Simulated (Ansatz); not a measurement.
# H₄O₄Zr···HCl: what the fields show

Input file:

```
crystal:
  periodic: [false, false, false]
  atoms:
    - { symbol: Zr, position_ang: [0.474722, 0.156927, -0.281143] }
    - { symbol: Cl, position_ang: [-1.273986, 0.452631, 2.990892] }
    - { symbol: O, position_ang: [1.690591, -0.236514, -1.715069] }
    - { symbol: H, position_ang: [2.102741, -0.59799, -2.497666] }
    - { symbol: O, position_ang: [-0.99795, 1.206445, -0.924018] }
    - { symbol: H, position_ang: [-1.775076, 1.702065, -1.173303] }
    - { symbol: O, position_ang: [-0.152565, -1.512056, 0.458229] }
    - { symbol: H, position_ang: [-0.7158, -1.848408, 1.158218] }
    - { symbol: O, position_ang: [1.451259, 1.199556, 1.164127] }
    - { symbol: H, position_ang: [2.306221, 1.606392, 1.314096] }
    - { symbol: H, position_ang: [-0.070256, 0.968251, 2.733736] }
basis:
  gaussian: { orbitals: def2-SVP }
hamiltonian:
  xc: pbe0
  dispersion: d4
relax:
  f_tol: 0.03
  max_steps: 50
output:
  orbitals: {}
```

Run with:

```sh
ansatz run input.yaml --threads 4 --pin off --max-ram 5120MiB --backend cpu --events-out ev --progress --plain --runs-dir out
```

The fields are those of the run's last geometry, not of the input's.

Core potentials replace the inner electrons of Zr.

All numbers below come from RKS PBE0-D4/def2-SVP (Ansatz 0.2.0).

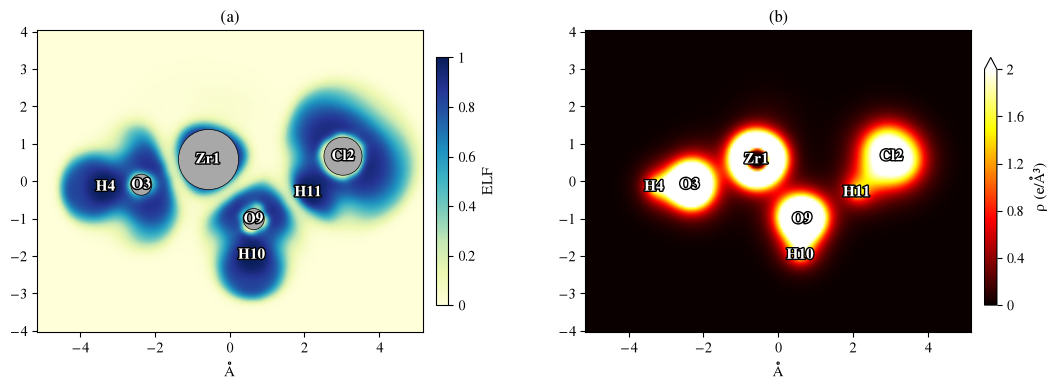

Figure 1. (a) electron localisation function; (b) electron density on the plane of atoms Zr1, O3 and H4. Grey discs cover the atomic cores in the ELF map.

**What do the fields say about this system?**

The section cuts through Zr, Cl, O and H sites.
O9···H11 (1.63 Å): the density falls to about 0.38 e/Å³ on the way; the ELF dips to about 0.25 between them.
Zr–O (1.92 Å): ρ at the midpoint is about 0.89 e/Å³; the ELF peaks at about 0.80 in the valence shell of O, 0.6 Å from its nucleus, and drops to about 0.20 between the two atoms.
O–H (0.96 Å): ρ is about 3.7 e/Å³ halfway; the ELF climbs to about 1 towards the hydrogen, as it does in any bond to H: a covalent bond by its length.
Zr–O (2.00 Å): ρ at the midpoint is about 0.76 e/Å³; the ELF peaks at about 0.85 in the valence shell of O, 0.6 Å from its nucleus, and drops to about 0.20 between the two atoms.
Cl–H (1.34 Å): the density is about 1.8 e/Å³ at the midpoint; the ELF climbs to about 1 towards the hydrogen: a covalent bond by its length.
The ELF also peaks beside Cl2, away from the bonds: lone-pair regions.

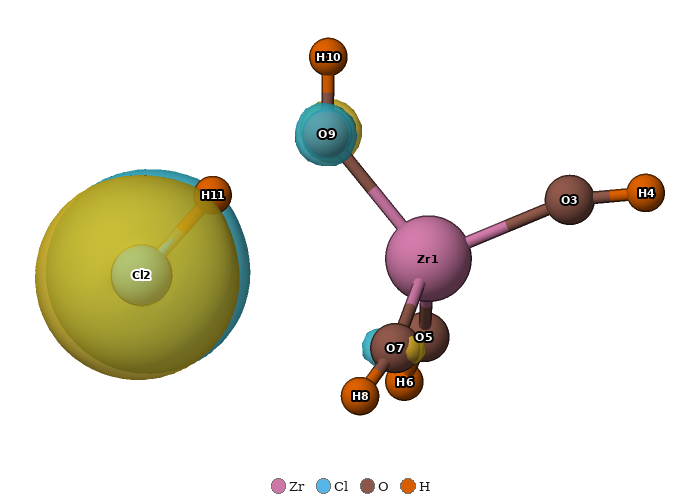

Figure 2. The HOMO at ±0.1 Å⁻³ᐟ² (yellow and cyan are the two phases), seen across its widest extent.

**Describe this orbital and give its energy.**

By Hirshfeld shares it lies mainly on Cl2 (about 90 %); largely a lone pair of Cl2. Its energy is −8.13 eV.

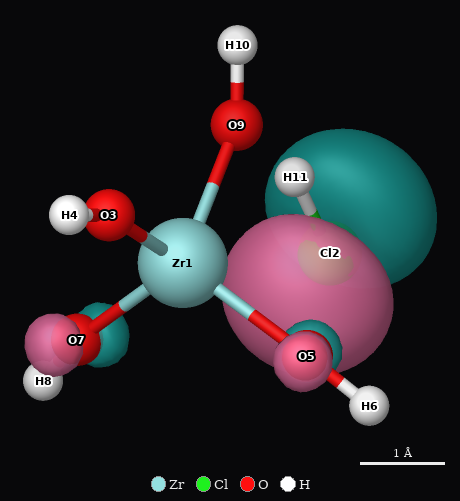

Figure 3. The HOMO−1 at ±0.15 Å⁻³ᐟ² (teal and pink are the two phases), seen at an oblique angle.

**Describe this orbital and give its energy.**

It lies mainly on Cl2 (about 85 %); largely a lone pair of Cl2. Its energy is −8.20 eV.
